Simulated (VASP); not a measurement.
Band structure of TiC (rock salt). These are PBE GGA with D4 dispersion, VASP's PBE PAW potentials (set 64) (plane waves; VASP) values and carry that method's errors.

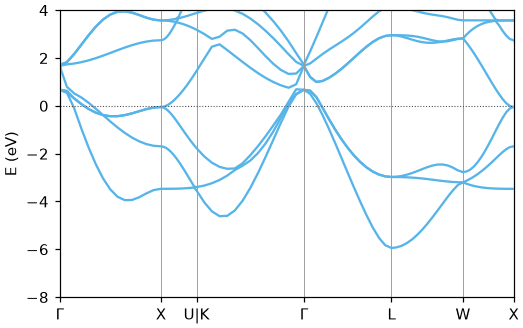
Fig. 1. Bands along high-symmetry lines, zero at the valence-band maximum or, without a gap, the Fermi level

**Question.** Read the plot: is there a gap, and where are the band edges?

**Answer.** It has no gap at this level: it comes out as a metal or semimetal. (Edges off the drawn lines would not show.)

The compound is TiC in the rock salt structure. It was relaxed first.
